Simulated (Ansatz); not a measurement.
Consider KVF3 (Pm-3m).

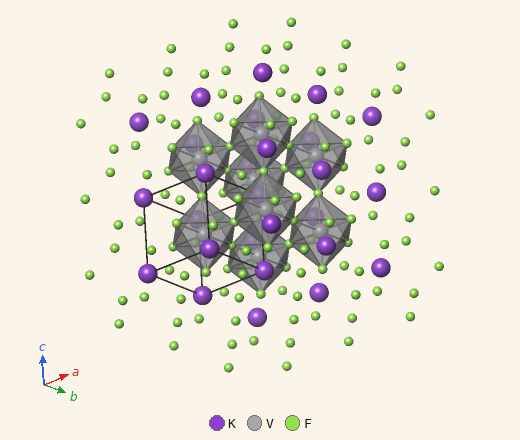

The structure (potassium purple, vanadium grey, fluorine green). 2×2×2 cells are drawn. Some periodic images of atoms are drawn too.

It takes space group Pm-3m (No. 221, cubic). Conventional cell: a = 4.131 Å, b = 4.131 Å, c = 4.131 Å, α = 90.00°, β = 90.00°, γ = 90.00°. Nearest to K lie 12 F at 2.92 Å. Nearest to V lie 6 F at 2.07 Å. F has 2 V at 2.07 Å and 4 K at 2.92 Å nearest. Farther neighbours and most contacts between anions are not listed.

```cif
data_structure
_symmetry_space_group_name_H-M 'P 1'
_symmetry_Int_Tables_number 1
_cell_length_a 4.1310
_cell_length_b 4.1310
_cell_length_c 4.1310
_cell_angle_alpha 90.000
_cell_angle_beta 90.000
_cell_angle_gamma 90.000
_cell_volume 70.50
loop_
_atom_site_label
_atom_site_type_symbol
_atom_site_fract_x
_atom_site_fract_y
_atom_site_fract_z
_atom_site_occupancy
K1 K 0.00000 0.00000 0.00000 1
V2 V 0.50000 0.50000 0.50000 1
F3 F 0.50000 0.50000 0.00000 1
F4 F 0.00000 0.50000 0.50000 1
F5 F 0.50000 0.00000 0.50000 1
```

The cell and positions come from the Crystallography Open Database and are kept as given unless a step says otherwise. PAW set soft_2, made with PBE.

A constrained-RPA run (Ansatz 0.2.0; non-magnetic LDA; V t2g + anion p, bands v11 to c1, 4×4×4 mesh, medium accuracy) builds 12 functions on bands 10 eV wide, with 21.0 electrons in the window. The bare on-site interaction is 18.2 eV and the bare J 0.68 eV.

Q: What U and J survive the screening?

On the V t2g shell, U = 7.23 eV (40 % of the bare value), U′ = 6.17 eV, J = 0.50 eV.

The parent state is non-magnetic and the interaction static (zero frequency); U depends on the window and the orbitals, so it belongs to this model alone. A window that holds the anion p bands defines a model with explicit ligands; its U belongs to that model and is not the U of DFT+U.

[Paths, hosts, dates, memory and timing lines, banners, echoed tables and standing remarks are left out of the program output.]

[Logs are printed without paths, hosts, clocks, repeated set-up lines and the standing remarks that a program may print on its own settings, such as how far it seeks lower states.]

[Runs of the session that timed out or met a known fault of the program may be left out.]

[Hosts, paths, dates, database ids (printed as entryN), source tags and the programs' standing remarks are cut or masked in the printed files.]
